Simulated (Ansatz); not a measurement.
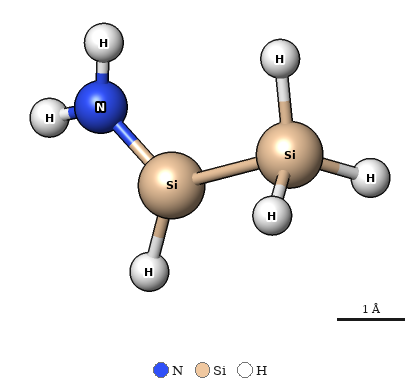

*The input geometry (ball-and-stick view, seen at a tilt).*

Si2NH6 (charge +1): single-point calculation

- system: Si2NH6, charge +1
- method: RKS PBE0-D4/def2-TZVPP (Ansatz 0.2.0)

The geometry comes from this level: PBE0-D4/def2-TZVP.

Output
```
Functional definition: PBE0
  name "PBE0"
  cite "Adamo & Barone, J. Chem. Phys. 110, 6158 (1999) doi:10.1063/1.478522"
  cite "Perdew, Burke & Ernzerhof, Phys. Rev. Lett. 77, 3865 (1996) doi:10.1103/PhysRevLett.77.3865"
  parent pbe
  parameter a = 0.25
  parameter kappa = 0.804
  parameter beta = 0.06672455060314922
  exchange = (1 - a)*pbe_x(kappa = kappa, mu = beta*pi^2/3) + a*exact_x
  correlation = pbe_c(beta = beta)
1091 factors; their error is unknown
mean field evaluation 1: about -17316.9266 eV, gradient 7.9e1 eV
mean field evaluation 2: about -17285.4138 eV, gradient 1.2e2 eV
mean field evaluation 4: about -17328.5704 eV, gradient 5.6e0 eV
mean field evaluation 8: about -17328.6431 eV, gradient 7.4e-2 eV
mean field -17328.67788349 eV, -636.8171664183 hartree, gradient 8.8e-5 eV, S^2 0.000000; 0 other end points of the search recorded, 0 dependent functions left out
reference -17328.67791748 eV, -636.8171676676 hartree; 20, 20 occupied and 179, 179 virtual orbitals, 1091 factors
Total energy: -17328.80253906 eV, -636.8217474262 hartree
```

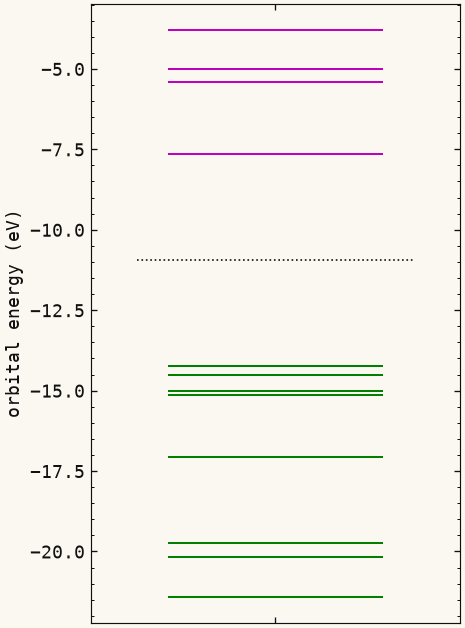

*Orbital energies near the frontier; the dotted line parts filled from empty levels, and levels within 0.02 eV of each other stand side by side.*

Highest filled −14.23 eV, lowest empty −7.64 eV, 6.59 eV apart.

This output came from the following input.

Input
```yaml
crystal:
  periodic: [false, false, false]
  atoms:
    - {symbol: N, position_ang: [-0.987735, 1.031113, -1.398964]}
    - {symbol: Si, position_ang: [0.237474, 0.942979, -0.297238]}
    - {symbol: Si, position_ang: [0.650522, -1.026894, 0.928039]}
    - {symbol: H, position_ang: [-1.616507, 0.266761, -1.608466]}
    - {symbol: H, position_ang: [-1.193714, 1.860547, -1.942174]}
    - {symbol: H, position_ang: [0.971261, 2.222767, -0.223169]}
    - {symbol: H, position_ang: [2.039852, -1.378692, 0.561582]}
    - {symbol: H, position_ang: [-0.372953, -1.983160, 0.456185]}
    - {symbol: H, position_ang: [0.493786, -0.599129, 2.335442]}
basis:
  gaussian: {orbitals: def2-TZVPP}
total_charge: 1
hamiltonian: {xc: pbe0, dispersion: d4}
output: {orbitals: {seedname: orbitals}}
```

Launch command:
```bash
ansatz run in.yaml --threads 2 --pin off --events-out ev --progress --plain --max-ram 4352MiB
```

Results in brief

| quantity | value |
| --- | --- |
| outcome | converged |
| total energy | −17328.8025 eV |
| mean-field energy | −17328.6779 eV |
| dispersion energy | −0.1246 eV |
| SCF solution under orbital rotations | stable |
| HOMO | −14.23 eV |
| LUMO | −7.64 eV |
| hardware | 2 threads of Arm Neoverse V1, 23 GiB of memory available, shared host |
| wall time | 3.3 s (CPU time 5.9 s) |
| peak memory | 0.36 GiB |
